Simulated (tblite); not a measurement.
# C4H9GeNO: geometry relaxation (part 4 of 4)

The same run, continued: C4H9GeNO; GFN2-xTB geometry optimisation, gas phase (tblite 0.8.0). It belongs to a series of runs on one base structure; here: C replaced by Ge.

**Trajectory as extended XYZ, continued**
```
16
Properties=species:S:1:pos:R:3:forces:R:3 step=108 energy=-599.41592
C     2.4155   -0.0901    0.5811    0.0100   0.0130   0.0000
C     1.1096   -0.4582   -0.0792    0.0040   0.0020  -0.0020
O     1.0521   -0.9493   -1.1855    0.0000  -0.0010  -0.0090
C    -0.1089   -0.1044    0.6824   -0.0030   0.0120  -0.0110
C    -1.3478   -0.9573    0.3725   -0.0090   0.0070   0.0060
N    -2.3238    0.0904    0.0310   -0.0070   0.0010  -0.0190
Ge   -1.0870    1.4015   -0.2465   -0.0140   0.0150   0.0040
H     2.5309   -0.6597    1.5010    0.0140  -0.0140   0.0010
H     2.4070    0.9683    0.8360   -0.0090   0.0130   0.0110
H     3.2498   -0.2981   -0.0837   -0.0090  -0.0090  -0.0010
H     0.0669    0.0416    1.7449    0.0160  -0.0070   0.0040
H    -1.6930   -1.5475    1.2257    0.0060  -0.0040   0.0070
H    -1.1300   -1.6318   -0.4608   -0.0040  -0.0080   0.0130
H    -3.1107   -0.2124   -0.5255   -0.0010   0.0110  -0.0120
H    -0.5766    1.7467   -1.6365    0.0020  -0.0150   0.0070
H    -1.4616    2.6692    0.4991    0.0030  -0.0160   0.0000
16
Properties=species:S:1:pos:R:3:forces:R:3 step=111 energy=-599.41662
C     2.4161   -0.0943    0.5836    0.0130   0.0190   0.0140
C     1.1069   -0.4445   -0.0794   -0.0070   0.0050   0.0020
O     1.0451   -0.9081   -1.1974   -0.0040  -0.0180  -0.0190
C    -0.1101   -0.1009    0.6888   -0.0070  -0.0010  -0.0060
C    -1.3491   -0.9562    0.3799    0.0100   0.0030  -0.0020
N    -2.3256    0.0897    0.0326    0.0040   0.0010   0.0040
Ge   -1.0882    1.3968   -0.2515    0.0070   0.0430   0.0040
H     2.5428   -0.6918    1.4844   -0.0010  -0.0130  -0.0070
H     2.4053    0.9558    0.8722   -0.0020   0.0030   0.0050
H     3.2453   -0.2791   -0.0943   -0.0060  -0.0030   0.0000
H     0.0691    0.0447    1.7507    0.0080  -0.0100   0.0060
H    -1.6958   -1.5459    1.2333    0.0120   0.0140   0.0080
H    -1.1292   -1.6333   -0.4508   -0.0030  -0.0050   0.0080
H    -3.1071   -0.2115   -0.5310   -0.0290  -0.0200  -0.0190
H    -0.5734    1.7136   -1.6451    0.0050   0.0010   0.0070
H    -1.4596    2.6739    0.4801   -0.0010  -0.0170  -0.0070
16
Properties=species:S:1:pos:R:3:forces:R:3 step=113 energy=-599.41690
C     2.4163   -0.0928    0.5814   -0.0020   0.0030   0.0110
C     1.1052   -0.4434   -0.0787   -0.0050   0.0200   0.0120
O     1.0419   -0.9078   -1.1961   -0.0080  -0.0210  -0.0270
C    -0.1110   -0.1001    0.6917    0.0040   0.0000   0.0040
C    -1.3501   -0.9552    0.3822    0.0140   0.0020  -0.0020
N    -2.3259    0.0898    0.0296   -0.0150  -0.0030  -0.0070
Ge   -1.0884    1.3993   -0.2476    0.0120  -0.0060  -0.0080
H     2.5478   -0.6977    1.4764   -0.0010  -0.0130   0.0040
H     2.4051    0.9548    0.8783   -0.0030   0.0020   0.0020
H     3.2425   -0.2731   -0.1011    0.0000   0.0050  -0.0040
H     0.0711    0.0417    1.7540    0.0020  -0.0060  -0.0040
H    -1.6977   -1.5425    1.2368    0.0050   0.0170   0.0100
H    -1.1292   -1.6354   -0.4454   -0.0010  -0.0020   0.0010
H    -3.1013   -0.2120   -0.5434   -0.0080  -0.0120   0.0030
H    -0.5699    1.7072   -1.6406    0.0100   0.0150   0.0010
H    -1.4640    2.6762    0.4786   -0.0050   0.0000   0.0040
16
Properties=species:S:1:pos:R:3:forces:R:3 step=116 energy=-599.41712
C     2.4152   -0.0896    0.5780   -0.0030  -0.0110  -0.0060
C     1.1028   -0.4443   -0.0779    0.0020  -0.0220  -0.0200
O     1.0367   -0.9188   -1.1916    0.0060   0.0150   0.0180
C    -0.1115   -0.1005    0.6948    0.0020   0.0020  -0.0070
C    -1.3498   -0.9549    0.3827   -0.0080   0.0020   0.0030
N    -2.3244    0.0889    0.0218   -0.0050   0.0020  -0.0030
Ge   -1.0862    1.4005   -0.2440   -0.0100  -0.0090  -0.0080
H     2.5493   -0.6956    1.4721   -0.0010  -0.0020   0.0060
H     2.4033    0.9581    0.8741   -0.0020  -0.0010   0.0050
H     3.2404   -0.2705   -0.1060   -0.0060   0.0110  -0.0030
H     0.0725    0.0382    1.7571    0.0010  -0.0010  -0.0050
H    -1.7019   -1.5372    1.2387    0.0050   0.0060   0.0100
H    -1.1266   -1.6387   -0.4412    0.0000  -0.0030   0.0040
H    -3.0974   -0.2146   -0.5540    0.0100  -0.0030   0.0080
H    -0.5639    1.7131   -1.6343    0.0140   0.0190  -0.0020
H    -1.4661    2.6748    0.4856   -0.0030  -0.0060   0.0000
16
Properties=species:S:1:pos:R:3:forces:R:3 step=118 energy=-599.41733
C     2.4139   -0.0889    0.5757    0.0020  -0.0060  -0.0110
C     1.1001   -0.4437   -0.0768    0.0050  -0.0310  -0.0090
O     1.0310   -0.9179   -1.1904    0.0080   0.0130   0.0060
C    -0.1120   -0.1003    0.6989   -0.0070  -0.0020  -0.0180
C    -1.3503   -0.9541    0.3851   -0.0170  -0.0050   0.0060
N    -2.3231    0.0879    0.0144    0.0040   0.0010   0.0080
Ge   -1.0841    1.3990   -0.2441   -0.0110   0.0230  -0.0010
H     2.5549   -0.7001    1.4654   -0.0060   0.0030   0.0020
H     2.3980    0.9573    0.8773    0.0060  -0.0040   0.0100
H     3.2363   -0.2626   -0.1134   -0.0050   0.0130   0.0010
H     0.0739    0.0362    1.7611   -0.0020   0.0020  -0.0060
H    -1.7066   -1.5306    1.2429    0.0000  -0.0040   0.0180
H    -1.1248   -1.6427   -0.4341    0.0010  -0.0050   0.0030
H    -3.0931   -0.2174   -0.5642    0.0090  -0.0050   0.0030
H    -0.5545    1.7152   -1.6307    0.0130   0.0190  -0.0020
H    -1.4671    2.6715    0.4891   -0.0010  -0.0120  -0.0100
16
Properties=species:S:1:pos:R:3:forces:R:3 step=121 energy=-599.41775
C     2.4121   -0.0897    0.5728    0.0010   0.0120   0.0020
C     1.0970   -0.4457   -0.0759    0.0010   0.0190   0.0100
O     1.0256   -0.9135   -1.1917    0.0000  -0.0150  -0.0180
C    -0.1132   -0.1007    0.7023   -0.0060  -0.0050  -0.0090
C    -1.3525   -0.9529    0.3901   -0.0030  -0.0120   0.0070
N    -2.3219    0.0872    0.0061    0.0090  -0.0080   0.0040
Ge   -1.0820    1.3989   -0.2457    0.0050   0.0070   0.0010
H     2.5651   -0.7089    1.4552   -0.0080   0.0040  -0.0140
H     2.3900    0.9533    0.8861    0.0060  -0.0150   0.0090
H     3.2296   -0.2474   -0.1257    0.0100   0.0010   0.0060
H     0.0749    0.0318    1.7647    0.0000   0.0150  -0.0140
H    -1.7113   -1.5192    1.2534   -0.0140  -0.0140   0.0100
H    -1.1253   -1.6496   -0.4218   -0.0050  -0.0080   0.0040
H    -3.0857   -0.2232   -0.5778    0.0050   0.0050   0.0010
H    -0.5365    1.7222   -1.6256    0.0010   0.0110   0.0060
H    -1.4735    2.6664    0.4896   -0.0020   0.0020  -0.0060
16
Properties=species:S:1:pos:R:3:forces:R:3 step=124 energy=-599.41802
C     2.4112   -0.0883    0.5702    0.0000   0.0010   0.0030
C     1.0953   -0.4447   -0.0772    0.0030   0.0030  -0.0140
O     1.0231   -0.9137   -1.1929    0.0040  -0.0010   0.0080
C    -0.1145   -0.1017    0.7023    0.0100  -0.0020   0.0090
C    -1.3542   -0.9543    0.3939    0.0030   0.0020   0.0010
N    -2.3202    0.0860    0.0028    0.0000  -0.0020  -0.0060
Ge   -1.0806    1.4002   -0.2460    0.0000  -0.0260  -0.0010
H     2.5673   -0.7136    1.4476   -0.0040  -0.0110  -0.0110
H     2.3894    0.9510    0.8945   -0.0050   0.0030  -0.0020
H     3.2276   -0.2389   -0.1311    0.0060   0.0000   0.0070
H     0.0754    0.0305    1.7640    0.0060   0.0210   0.0030
H    -1.7159   -1.5148    1.2608   -0.0010  -0.0010  -0.0150
H    -1.1267   -1.6557   -0.4141   -0.0110  -0.0080   0.0100
H    -3.0803   -0.2256   -0.5851   -0.0030   0.0080   0.0000
H    -0.5277    1.7269   -1.6228   -0.0060   0.0080   0.0110
H    -1.4769    2.6656    0.4892   -0.0030   0.0060  -0.0020
16
Properties=species:S:1:pos:R:3:forces:R:3 step=126 energy=-599.41817
C     2.4099   -0.0868    0.5676    0.0020  -0.0070  -0.0060
C     1.0930   -0.4426   -0.0780    0.0070  -0.0200  -0.0120
O     1.0185   -0.9126   -1.1932    0.0060   0.0070   0.0110
C    -0.1150   -0.1019    0.7049    0.0090  -0.0010   0.0040
C    -1.3549   -0.9549    0.3975    0.0020   0.0050  -0.0030
N    -2.3185    0.0844   -0.0023    0.0010   0.0030  -0.0010
Ge   -1.0789    1.3988   -0.2461   -0.0030  -0.0020   0.0030
H     2.5697   -0.7204    1.4381   -0.0020  -0.0150   0.0000
H     2.3863    0.9488    0.9021   -0.0040   0.0140  -0.0010
H     3.2253   -0.2299   -0.1364    0.0010   0.0040   0.0040
H     0.0772    0.0323    1.7657    0.0050   0.0130   0.0090
H    -1.7206   -1.5107    1.2659    0.0030   0.0050  -0.0110
H    -1.1269   -1.6612   -0.4058   -0.0040  -0.0070   0.0060
H    -3.0748   -0.2275   -0.5946   -0.0110  -0.0010  -0.0040
H    -0.5196    1.7292   -1.6193   -0.0080   0.0060   0.0080
H    -1.4780    2.6640    0.4900   -0.0020  -0.0030  -0.0080
16
Properties=species:S:1:pos:R:3:forces:R:3 step=129 energy=-599.41829
C     2.4095   -0.0874    0.5668    0.0010  -0.0020   0.0000
C     1.0925   -0.4428   -0.0787    0.0020   0.0020   0.0060
O     1.0171   -0.9103   -1.1946    0.0000  -0.0040   0.0010
C    -0.1145   -0.1018    0.7062   -0.0010   0.0010  -0.0040
C    -1.3552   -0.9546    0.3997    0.0010  -0.0010  -0.0030
N    -2.3184    0.0835   -0.0046    0.0060   0.0010   0.0010
Ge   -1.0786    1.3980   -0.2461    0.0000   0.0070   0.0020
H     2.5715   -0.7275    1.4323    0.0010  -0.0020   0.0000
H     2.3834    0.9467    0.9071   -0.0020  -0.0050   0.0030
H     3.2246   -0.2238   -0.1388    0.0030   0.0010  -0.0010
H     0.0792    0.0354    1.7668    0.0010  -0.0010  -0.0040
H    -1.7219   -1.5084    1.2685   -0.0030   0.0070   0.0040
H    -1.1280   -1.6644   -0.4007    0.0050  -0.0030  -0.0030
H    -3.0731   -0.2291   -0.5988   -0.0040  -0.0010   0.0010
H    -0.5148    1.7318   -1.6162   -0.0080   0.0020  -0.0010
H    -1.4809    2.6637    0.4871   -0.0020  -0.0030  -0.0010
```

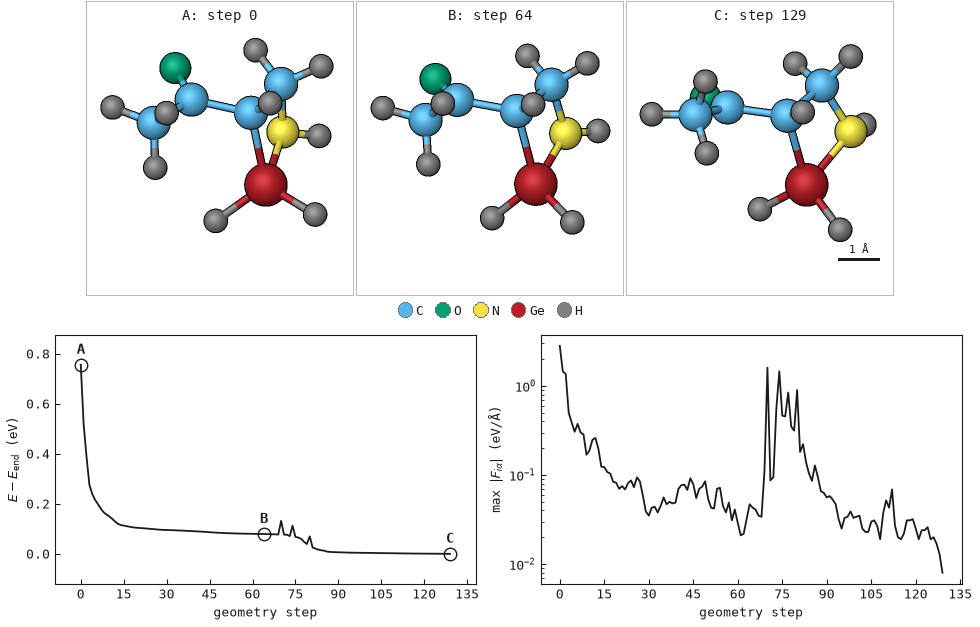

Figure 1. Frames of the relaxation (ball-and-stick view, seen at a tilt) above the curves, on which the letters mark them (steps are counted from 0).

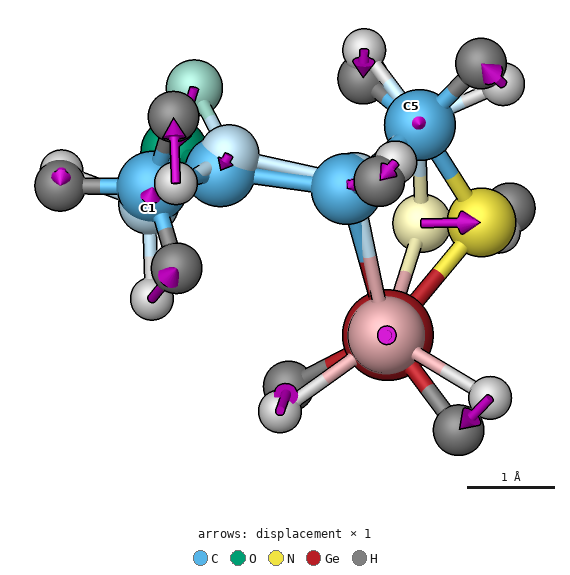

Figure 2. Start (faint) and end (solid) with the displacements as pink arrows, at true length (ball-and-stick view, seen at a tilt). The two geometries are laid on each other by the best rigid fit. The largest move after the best rigid fit is that of H9, 0.89 Å. By element the largest moves are H 0.89 Å, O 0.81 Å, N 0.76 Å, C 0.27 Å, Ge 0.27 Å. Distances before and after: C4–Ge7 1.922 → 2.021 Å, C5–N6 1.434 → 1.473 Å, N6–Ge7 1.856 → 1.823 Å, Ge7–H15 1.549 → 1.519 Å. Among the angles that change: Ge7–N6–H14 116.9° → 130.8°, C5–C4–Ge7 94.6° → 86.1°, C4–C5–N6 93.1° → 101.0°. Over 129 geometry steps the energy falls by 0.756 eV. Largest force component: 2.8 eV/Å at the start, 0.008 eV/Å at the end. (Atoms are counted from 1 in the order of the input.)

This output came from the following input.

**Input file**
```
{"job": {"kind": "relax", "xc": "GFN2-xTB", "basis": "xTB"}, "charge": 0, "multiplicity": 1}
C      2.347800     0.085800     0.346000
C      1.042800    -0.598800     0.048000
O      0.976400    -1.542600    -0.731500
C     -0.219900    -0.185800     0.710500
C     -1.392400    -1.031800     0.283000
N     -1.887700    -0.029500    -0.614600
Ge    -0.936800     1.445400    -0.010100
H      2.614200     0.065000     1.426800
H      2.220300     1.141000     0.055700
H      3.118400    -0.392900    -0.272000
H     -0.128800    -0.204900     1.805100
H     -2.074800    -1.335100     1.103800
H     -1.030700    -1.958200    -0.211600
H     -2.901900     0.037400    -0.594500
H     -0.088500     2.157900    -1.092300
H     -1.666100     2.356100     1.003700
```

The first line tells a small driver script what to run in tblite; the rest is the geometry in Å.

Command:
```bash
OMP_NUM_THREADS=1 python <driver script> task.json out
```

**Key numbers**

```json
{"quantity": "outcome", "value": "converged"}
{"quantity": "total energy", "value": "−599.4183 eV"}
{"quantity": "hardware", "value": "1 CPU thread, shared host"}
{"quantity": "wall time", "value": "0.65 s"}
{"quantity": "peak memory", "value": "0.18 GiB"}
```
